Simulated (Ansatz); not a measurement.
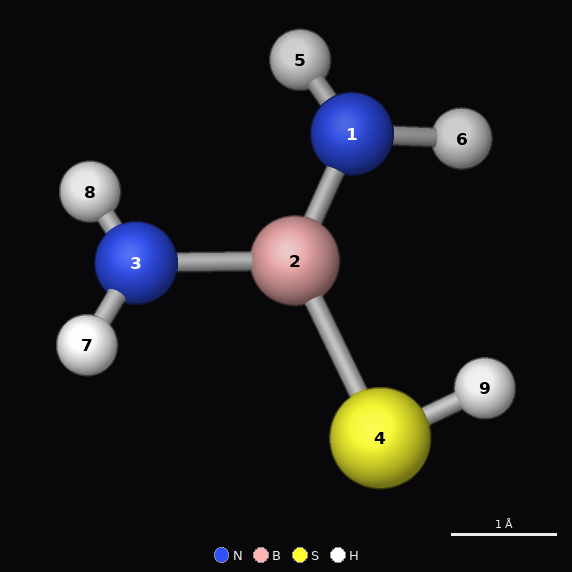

Source: calculation with Ansatz.

Orthographic view. Atoms fade into the background with distance from the viewer. Geometry: atoms displaced at random (about 0.12 Å) from a stationary point of PBE0-D4.

Write a MOL file (V2000) with the atoms in numerical order, bonds sorted by atom number with the orders drawn, and coordinates in the frame of the picture: x right, y up, z towards the viewer, origin at the mean position.

```
BH5N2S
                    3D

  9  8  0  0  0  0  0  0  0  0999 V2000
    0.6200    1.0800   -0.2200 N   0  0  0  0  0  0  0  0  0  0  0  0
    0.0700   -0.1400   -0.0200 B   0  0  0  0  0  0  0  0  0  0  0  0
   -1.4500   -0.1600    0.1900 N   0  0  0  0  0  0  0  0  0  0  0  0
    0.8900   -1.8400    0.3000 S   0  0  0  0  0  0  0  0  0  0  0  0
    0.1200    1.7900   -0.5500 H   0  0  0  0  0  0  0  0  0  0  0  0
    1.6700    1.0400   -0.5900 H   0  0  0  0  0  0  0  0  0  0  0  0
   -1.9300   -0.9500    0.5800 H   0  0  0  0  0  0  0  0  0  0  0  0
   -1.9000    0.5300    0.0600 H   0  0  0  0  0  0  0  0  0  0  0  0
    1.9000   -1.3600    0.2500 H   0  0  0  0  0  0  0  0  0  0  0  0
  1  2  1  0
  1  5  1  0
  1  6  1  0
  2  3  1  0
  2  4  1  0
  3  7  1  0
  3  8  1  0
  4  9  1  0
M  END
```
